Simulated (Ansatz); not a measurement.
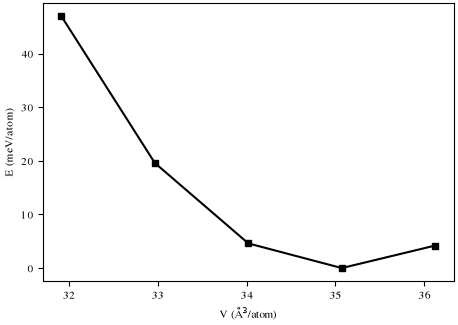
InSb (zinc blende, F-43m) under volume change, plane-wave PAW HSE06 (Ansatz code), scaled uniformly.

Problem. What does a third-order Birch–Murnaghan fit give for V₀, B₀ and B′?

Solution. V₀ = 35.07 Å³/atom, B₀ = 44.4 GPa, B′ = 4.7.

The HSE06 relaxation kept the symmetry of its start. Scalar-relativistic: spin–orbit coupling is off unless named, which matters more the heavier the elements.

Potentials: the later of the program's two PAW sets.
